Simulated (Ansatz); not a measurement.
# C4H10BN: how energies converge with the basis set

Aim: see how fast density functionals converge with the basis set for C4H10BN.

Program: Ansatz 0.2.0, Gaussian basis. Level of theory: one geometry, several basis sets. These are calculated values, not measurements.

Plan: PBE0-D4/def2-SVP; ωB97M-V/def2-SVP; PBE0-D4/def2-QZVPP; ωB97M-V/def2-QZVPP; the functionals' def2-TZVPP values are taken from earlier runs.

## Step 1: The geometry

An earlier PBE0-D4 in a triple-zeta def2 set relaxation fixed the geometry.

16 atoms, charge 0, spin multiplicity 1.

Atoms are counted from 1 here; the program's logs count them from 0.

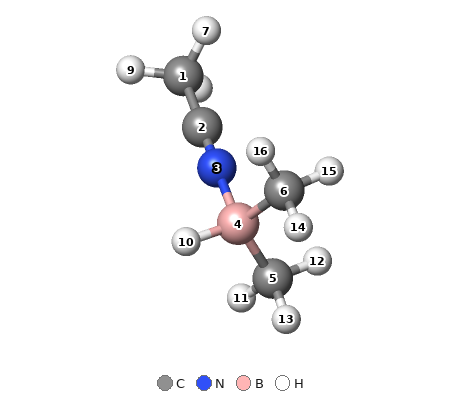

The structure; carbon grey, nitrogen blue, boron pink, hydrogen white; atoms are numbered from 1 in the order of the file.

## Step 2: PBE0-D4 in def2-SVP

The input, in.yaml:

```yaml
crystal:
  periodic: [false, false, false]
  atoms:
    - {symbol: C, position_ang: [-0.419391, -1.654745, 2.588119]}
    - {symbol: C, position_ang: [-0.087353, -0.817315, 1.460931]}
    - {symbol: N, position_ang: [0.182764, -0.151085, 0.573052]}
    - {symbol: B, position_ang: [0.535099, 0.756656, -0.661335]}
    - {symbol: C, position_ang: [0.827888, -0.242497, -1.896917]}
    - {symbol: C, position_ang: [-0.720142, 1.751835, -0.872582]}
    - {symbol: H, position_ang: [-1.419077, -1.409134, 2.950287]}
    - {symbol: H, position_ang: [-0.396099, -2.704091, 2.289463]}
    - {symbol: H, position_ang: [0.300957, -1.496184, 3.392506]}
    - {symbol: H, position_ang: [1.537932, 1.337936, -0.277497]}
    - {symbol: H, position_ang: [1.640657, -0.950502, -1.704226]}
    - {symbol: H, position_ang: [-0.056469, -0.820496, -2.191162]}
    - {symbol: H, position_ang: [1.123895, 0.349769, -2.768375]}
    - {symbol: H, position_ang: [-0.494876, 2.435331, -1.697160]}
    - {symbol: H, position_ang: [-1.639996, 1.219599, -1.143400]}
    - {symbol: H, position_ang: [-0.938789, 2.372523, 0.002593]}
basis:
  gaussian: {orbitals: def2-SVP}
hamiltonian: {xc: pbe0, dispersion: d4}
output: {orbitals: {seedname: orbitals}}
```

On the command line:

```console
> ansatz run in.yaml --threads 4 --pin off --events-out ev --progress --plain --max-ram 11315MiB
```

The program printed:

```text
Functional definition: PBE0
  name "PBE0"
  cite "Adamo & Barone, J. Chem. Phys. 110, 6158 (1999) doi:10.1063/1.478522"
  cite "Perdew, Burke & Ernzerhof, Phys. Rev. Lett. 77, 3865 (1996) doi:10.1103/PhysRevLett.77.3865"
  parent pbe
  parameter a = 0.25
  parameter kappa = 0.804
  parameter beta = 0.06672455060314922
  exchange = (1 - a)*pbe_x(kappa = kappa, mu = beta*pi^2/3) + a*exact_x
  correlation = pbe_c(beta = beta)
1538 factors; their error is unknown
mean field evaluation 1: about -6452.9813 eV, gradient 6.8e1 eV
mean field evaluation 2: about -6440.4437 eV, gradient 9.7e1 eV
mean field evaluation 4: about -6464.4851 eV, gradient 7.2e0 eV
mean field evaluation 8: about -6464.5864 eV, gradient 3.4e-1 eV
mean field evaluation 16: about -6464.5809 eV, gradient 4.7e-5 eV
mean field -6464.58087264 eV, -237.5689652192 hartree, gradient 4.7e-5 eV, S^2 0.000000; 0 other end points of the search recorded, 0 dependent functions left out
reference -6464.58090380 eV, -237.5689663642 hartree; 23, 23 occupied and 111, 111 virtual orbitals, 1538 factors
Total energy: -6464.82520866 eV, -237.5779444024 hartree
```

It took 1.4 s on 4 threads of Arm Neoverse V2, shared host.

## Step 3: ωB97M-V in def2-SVP

Changes to in.yaml since step 2:

```diff
@@ -21,3 +21,3 @@
   gaussian: {orbitals: def2-SVP}
-hamiltonian: {xc: pbe0, dispersion: d4}
+hamiltonian: {xc: {name: wB97M-V}}
 output: {orbitals: {seedname: orbitals}}
```

The command is unchanged.

The program printed, cut to the lines that bear on the results:

```text
Functional definition: wB97M-V
  name "wB97M-V"
  cite "Mardirossian & Head-Gordon, J. Chem. Phys. 144, 214110 (2016) doi:10.1063/1.4952647"
  cite "Becke, J. Chem. Phys. 107, 8554 (1997) doi:10.1063/1.475007"
  cite "Vydrov & Van Voorhis, J. Chem. Phys. 133, 244103 (2010) doi:10.1063/1.3521275"
  # Of w^i u^j: cxij and so on, Table III.
[...]
  gx(w, u) = 1 - cx + cx01*u + cx10*w
  gss(w, u) = css00 + css04*u^4 + css10*w + css20*w^2 + css43*w^4*u^3
  gos(w, u) = cos00 + cos10*w + (cos20 + cos21*u)*w^2 + (cos60 + cos61*u)*w^6
[...]
      + integral(e_c_pw_mod_opposite_spin*gos(b97_w_opposite, b97_u_opposite)) + vv10(b, c)
1538 factors; their error is unknown
395 factors; integrals over basis functions are off by at most 9.6e-6 eV
[...]
mean field -6468.88686661 eV, -237.7272075791 hartree, gradient 4.3e-5 eV, S^2 0.000000; 0 other end points of the search recorded, 0 dependent functions left out
reference -6468.88691649 eV, -237.7272094121 hartree; 23, 23 occupied and 111, 111 virtual orbitals, 1538 factors
Total energy: -6468.88691649 eV, -237.7272094121 hartree
```

Run time: 5.5 s. Hardware: 4 threads of Arm Neoverse V2, shared host.

## Step 4: PBE0-D4 in def2-QZVPP

Changes to in.yaml since step 3:

```diff
@@ -20,4 +20,4 @@
 basis:
-  gaussian: {orbitals: def2-SVP}
-hamiltonian: {xc: {name: wB97M-V}}
+  gaussian: {orbitals: "def2-QZVPP.json"}
+hamiltonian: {xc: pbe0, dispersion: d4}
 output: {orbitals: {seedname: orbitals}}
```

The command is unchanged.

The program printed:

```text
Functional definition: PBE0
  name "PBE0"
  cite "Adamo & Barone, J. Chem. Phys. 110, 6158 (1999) doi:10.1063/1.478522"
  cite "Perdew, Burke & Ernzerhof, Phys. Rev. Lett. 77, 3865 (1996) doi:10.1103/PhysRevLett.77.3865"
  parent pbe
  parameter a = 0.25
  parameter kappa = 0.804
  parameter beta = 0.06672455060314922
  exchange = (1 - a)*pbe_x(kappa = kappa, mu = beta*pi^2/3) + a*exact_x
  correlation = pbe_c(beta = beta)
1692 factors; their error is unknown
mean field evaluation 1: about -6455.3379 eV, gradient 8.6e1 eV
mean field evaluation 2: about -6434.4497 eV, gradient 1.2e2 eV
mean field evaluation 4: about -6471.7524 eV, gradient 1.2e1 eV
mean field evaluation 8: about -6472.0206 eV, gradient 2.1e-1 eV
mean field evaluation 16: about -6472.0204 eV, gradient 1.8e-4 eV
mean field -6472.02040501 eV, -237.8423629913 hartree, gradient 3.2e-5 eV, S^2 0.000000; 0 other end points of the search recorded, 0 dependent functions left out
reference -6472.02045270 eV, -237.8423647437 hartree; 23, 23 occupied and 619, 619 virtual orbitals, 1692 factors
Total energy: -6472.26475757 eV, -237.8513427820 hartree
```

It took 11 s on 4 threads of Arm Neoverse V2, shared host; peak memory 2.5 GiB.

## Step 5: ωB97M-V in def2-QZVPP

Changes to in.yaml since step 4:

```diff
@@ -21,3 +21,3 @@
   gaussian: {orbitals: "def2-QZVPP.json"}
-hamiltonian: {xc: pbe0, dispersion: d4}
+hamiltonian: {xc: {name: wB97M-V}}
 output: {orbitals: {seedname: orbitals}}
```

Launched as before.

The program printed, cut to the lines that bear on the results:

```text
Functional definition: wB97M-V
  name "wB97M-V"
  cite "Mardirossian & Head-Gordon, J. Chem. Phys. 144, 214110 (2016) doi:10.1063/1.4952647"
  cite "Becke, J. Chem. Phys. 107, 8554 (1997) doi:10.1063/1.475007"
  cite "Vydrov & Van Voorhis, J. Chem. Phys. 133, 244103 (2010) doi:10.1063/1.3521275"
  # Of w^i u^j: cxij and so on, Table III.
[...]
  gx(w, u) = 1 - cx + cx01*u + cx10*w
  gss(w, u) = css00 + css04*u^4 + css10*w + css20*w^2 + css43*w^4*u^3
  gos(w, u) = cos00 + cos10*w + (cos20 + cos21*u)*w^2 + (cos60 + cos61*u)*w^6
[...]
      + integral(e_c_pw_mod_opposite_spin*gos(b97_w_opposite, b97_u_opposite)) + vv10(b, c)
1692 factors; their error is unknown
516 factors; integrals over basis functions are off by at most 6.4e-6 eV
[...]
mean field -6476.73379022 eV, -238.0155767026 hartree, gradient 4.3e-5 eV, S^2 0.000000; 0 other end points of the search recorded, 0 dependent functions left out
reference -6476.73386829 eV, -238.0155795716 hartree; 23, 23 occupied and 619, 619 virtual orbitals, 1692 factors
Total energy: -6476.73386829 eV, -238.0155795716 hartree
```

Wall time 26 s (4 threads of Arm Neoverse V2, shared host); peak memory 3 GiB.

## Step 6: Density functionals: the series

The def2-TZVPP values come from earlier runs at the same geometry.

```
functional       basis  functions  energy (eV)  from the largest (eV)  HOMO (eV)  LUMO (eV)
   PBE0-D4    def2-SVP        134   -6464.8252                  7.440      -7.02      -0.24
   PBE0-D4  def2-TZVPP        326   -6471.8989                  0.366      -7.12      -0.33
   PBE0-D4  def2-QZVPP        642   -6472.2648                  0.000      -7.13      -0.37
   ωB97M-V    def2-SVP        134   -6468.8869                  7.847      -9.20       1.91
   ωB97M-V  def2-TZVPP        326   -6476.3863                  0.348      -9.33       1.56
   ωB97M-V  def2-QZVPP        642   -6476.7339                  0.000      -9.34       0.79
```

## Step 7: What came out

```
                                       quantity          value
PBE0-D4: double and triple zeta above quadruple  7.44, 0.37 eV
ωB97M-V: double and triple zeta above quadruple  7.85, 0.35 eV
```

For PBE0-D4 the step from double to triple zeta gains 7.07 eV and the next only 0.37 eV. Total energies overstate the basis error of differences, where much of it tends to cancel. The LUMO of ωB97M-V is positive and keeps falling with the basis (1.91 to 0.79 eV): an unbound level that the basis holds in place.

For PBE0-D4 the largest set took about 8 times as long as the smallest (11 s against 1.4 s).
